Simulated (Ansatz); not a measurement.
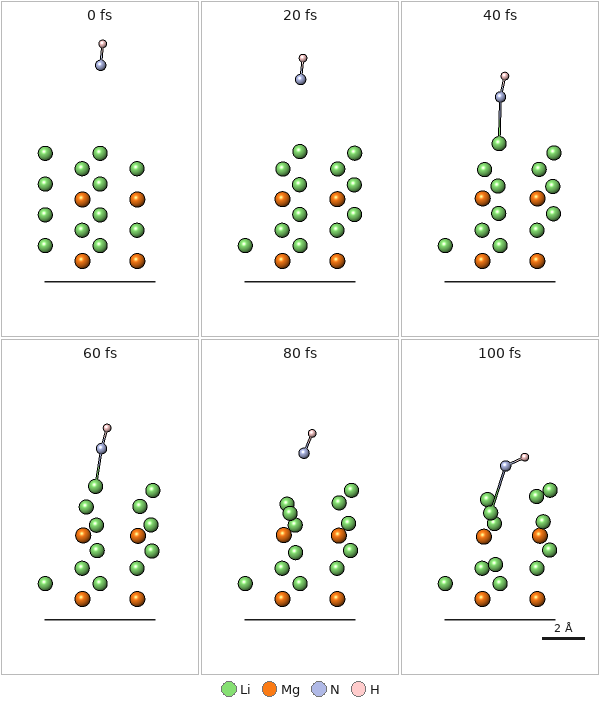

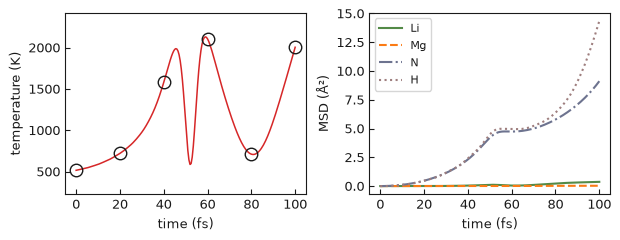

First-principles dynamics of NH on Li3Mg(110) (18 atoms in the cell), 100 fs long. Frames and the history of the run. Style: ball-and-stick. Shown: the simulation cell, with the vacuum cut short, along the a axis. Atoms that leave the cell re-enter on the other side. Bonds to atoms that aren't drawn are left out.

Theory: Ansatz 0.2.0, DFT PBE-D3(BJ), scalar-relativistic, plane waves, PAW. Settings: plane-wave cutoff 420 eV; k-point mesh 2 × 3 × 1; Fermi-Dirac smearing 0.05 eV; low-accuracy preset; 6 atoms held fixed; constant energy (NVE); time step 0.5 fs; at the start 2 atoms move with typed velocities and the others are at rest.

### What happens in this trajectory?

The mean temperature in the second half is 1274 K (standard deviation 470 K). It is well above the start because potential energy is released as heat. The potential energy in the second half lies on average 65.4 meV per atom below the first frame. In the second half of the run the atoms are, in the root-mean-square, this far from where they began (common drift taken out): H 2.64 Å, N 2.42 Å, Li 0.43 Å, Mg 0.12 Å. The run lasts only 100 fs, too short to tell vibration from diffusion. The atoms start at rest, so the thermostat has only the motion that the forces set off to work on.

Limits of the set-up: the k-point mesh is coarse for a cell with partly filled bands; the program's low-accuracy preset was used; the periodic images lie only 5.3 Å apart, so the values are limited by the cell's size.
